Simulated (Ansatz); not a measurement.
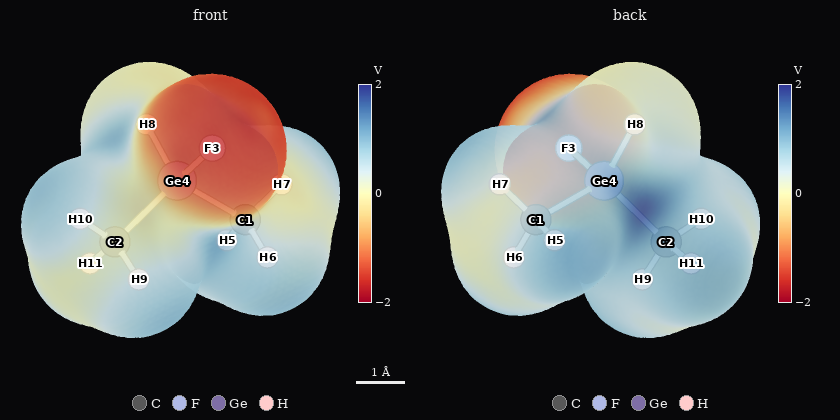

Figure. C2H7FGe. The electrostatic potential painted on the density surface at 0.002 e/bohr³, seen from the front and from behind; the colour scale runs from red (negative) to blue (positive).

Geometry: B3LYP-D3(BJ)/def2-SVP.

The calculation used isolated molecule in a Gaussian basis; Kohn-Sham density functional theory, functional PBE0 in Ansatz.

Input file:

```
crystal:
  periodic: [false, false, false]
  atoms:
    - {symbol: C, position_ang: [-0.447002, 0.248880, 1.523571]}
    - {symbol: C, position_ang: [2.559984, -0.599120, 0.614994]}
    - {symbol: F, position_ang: [1.325317, -1.475619, 3.172834]}
    - {symbol: Ge, position_ang: [0.907740, -1.155405, 1.491912]}
    - {symbol: H, position_ang: [-0.774202, 0.485504, 0.498972]}
    - {symbol: H, position_ang: [-0.029999, 1.159209, 1.979792]}
    - {symbol: H, position_ang: [-1.322007, -0.071315, 2.107965]}
    - {symbol: H, position_ang: [0.364871, -2.494579, 0.944988]}
    - {symbol: H, position_ang: [2.937513, 0.323296, 1.081177]}
    - {symbol: H, position_ang: [3.327706, -1.381499, 0.705254]}
    - {symbol: H, position_ang: [2.377355, -0.405438, -0.453639]}
basis:
  gaussian: {orbitals: def2-TZVPD}
total_charge: 0
hamiltonian: {xc: {name: PBE0}}
output: {forces: true, orbitals: {seedname: orbitals}}
```

Launched as:

```sh
ansatz run input.yaml --threads 2 --pin off --max-ram 4350MiB --events-out events.jsonl --progress --plain --runs-dir runs
```

Which sites attract a positive test charge, and which a negative one?

Answer. A positive charge is drawn to the negative regions and a negative charge to the positive ones. The most negative region (about −1.6 V, or −37 kcal/mol for a unit charge) lies over F3, the most positive (about +1.7 V, or +39 kcal/mol for a unit charge) over Ge4.

What dipole moment does the calculation give?

Answer. Its dipole moment is 2.65 D.
